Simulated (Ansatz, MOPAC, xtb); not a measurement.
## SiH3Br (SMILES [SiH3]Br): the zero-point energy at each level's own minimum, rung by rung

SiH3Br, singlet, SMILES `[SiH3]Br`. Each level relaxes the structure for itself.

Quantity: the zero-point energy at each level's own minimum, in kJ/mol. The values are calculated.

```
                          level            kind  program  value (kJ/mol)
                        PM6-DH+  semi-empirical    MOPAC            62.5
                       PM6-DH2X  semi-empirical    MOPAC            62.5
                       GFN2-xTB  semi-empirical      xtb            65.5
                       GFN1-xTB  semi-empirical      xtb            65.4
                      HF/STO-3G    Hartree–Fock   Ansatz            86.0
                       HF/3-21G    Hartree–Fock   Ansatz            70.1
HF/6-31G* (Cartesian functions)    Hartree–Fock   Ansatz            73.1
                     HF/cc-pVTZ    Hartree–Fock   Ansatz            71.4
                SVWN5/def2-TZVP             LDA   Ansatz            64.8
                   PBE/def2-SVP             GGA   Ansatz            65.2
```

All-electron rows without a relativistic Hamiltonian named are non-relativistic. Harmonic and unscaled. The values span 62.5 to 86.0 kJ/mol. Without the sets that lack polarisation functions the rows with a basis span only 64.8 to 73.1 kJ/mol.

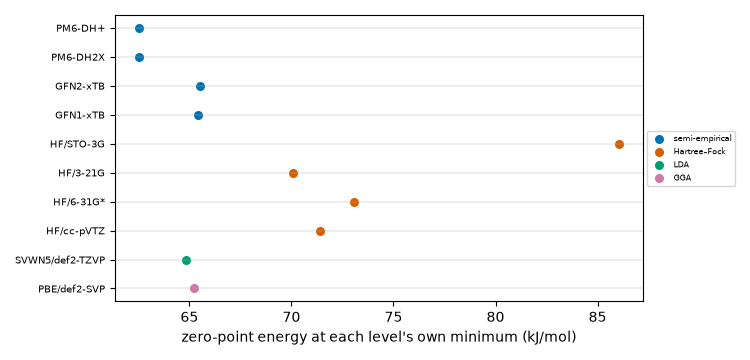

The values of the table, level by level.
